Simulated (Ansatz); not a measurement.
# H₄OSi···NH₂ (doublet): what the fields show

```yaml
atoms:
  - { symbol: Si, position_ang: [0.3737, -0.0604, 0.3360] }
  - { symbol: H, position_ang: [1.3410, -0.3322, 1.4475] }
  - { symbol: O, position_ang: [1.1966, -0.1069, -1.1267] }
  - { symbol: H, position_ang: [1.5835, -0.9627, -1.3553] }
  - { symbol: H, position_ang: [-0.1503, 1.3198, 0.3856] }
  - { symbol: H, position_ang: [-0.6908, -1.0995, 0.3474] }
  - { symbol: N, position_ang: [-0.6108, 0.1146, 2.8348] }
  - { symbol: H, position_ang: [-0.6230, -0.7103, 3.4530] }
  - { symbol: H, position_ang: [-0.3104, 0.8856, 3.4498] }
```

Computed with Ansatz 0.2.0, UKS B3LYP-D4/6-31G*.

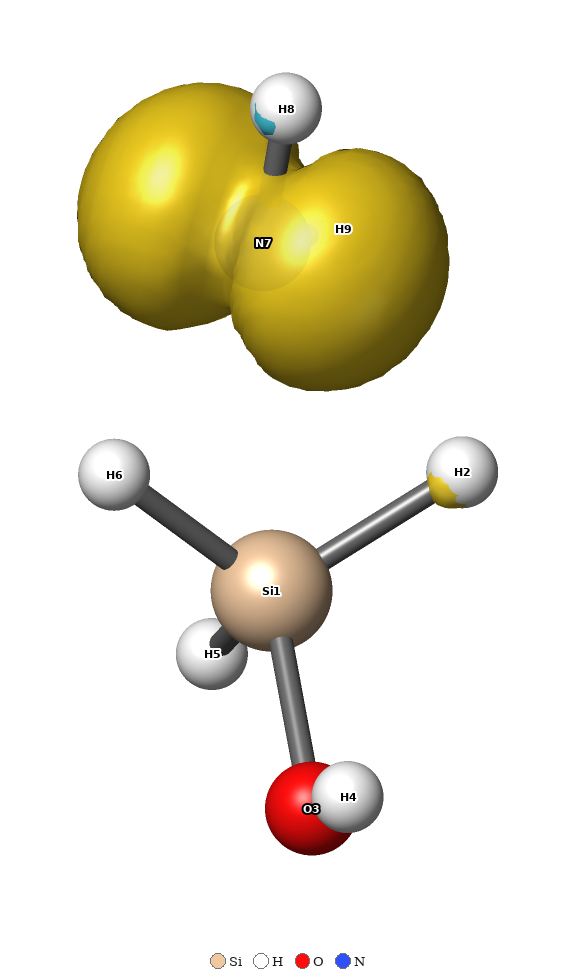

Figure 1. Isosurfaces of the spin density at +0.04 (yellow) and −0.04 e/Å³ (cyan), seen at an oblique angle.

### Describe the spin distribution.

The unpaired spin (1 electron) lies mostly on N7 (about 0.9), in electrons by Hirshfeld's partition.

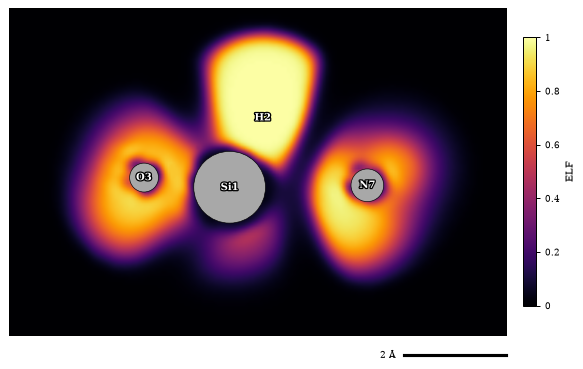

Figure 2. Electron localisation function on the plane of atoms H2, Si1 and O3. Grey discs cover the atomic cores.

### Interpret the plot.

The plane passes through Si, H, O and N nuclei.
Si1···N7 (2.69 Å): the ELF is about 0.15 at the midpoint.
Si–O (1.68 Å): the ELF peaks at about 0.90 between the atoms (a polar covalent bond).
Si–H (1.50 Å): the ELF climbs to about 1 towards the hydrogen, as it does in any bond to H.
The ELF also peaks beside O3, away from the bonds: non-bonding electrons, paired or unpaired.

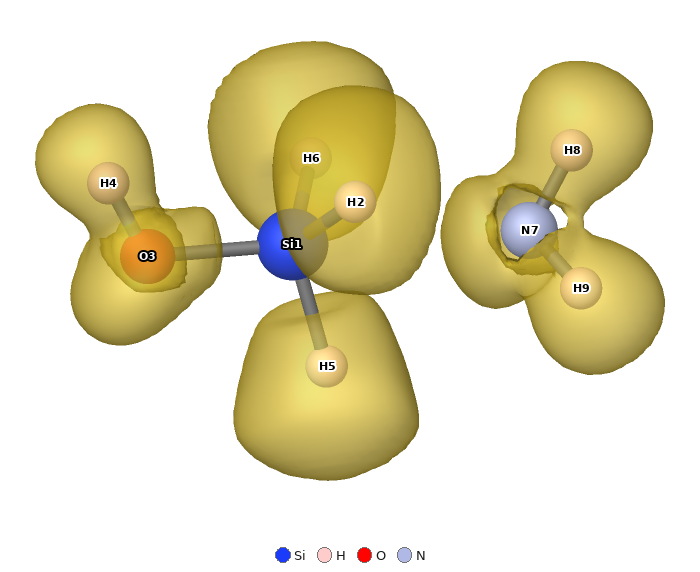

Figure 3. Isosurface of the ELF at 0.75 (yellow), seen across its widest extent. Core shells and regions of very low density are left out.

### Where are the electrons localised?

The surface consists of three regions around hydrogen nuclei, one joined region spread over several atoms (H, N), in which their bonds and any lone pairs are merged and one joined region spread over several atoms (H, O), in which their bonds and any lone pairs are merged.

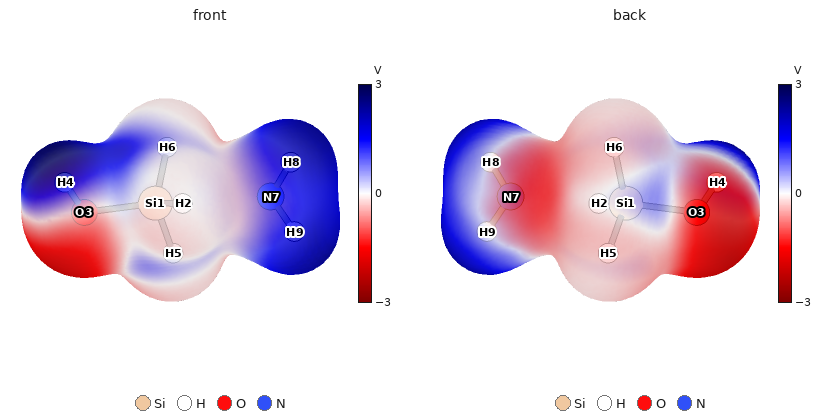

Figure 4. The molecular electrostatic potential painted on the density surface at 0.004 e/bohr³, seen from the front and from behind; red is negative and blue positive.

### Which sites attract a positive test charge, and which a negative one?

A positive charge is drawn to the negative regions and a negative charge to the positive ones. The most negative region (about −2.1 V) lies over O3, the most positive (about +2.9 V) over H4. O3 is the likeliest acceptor of a hydrogen bond.
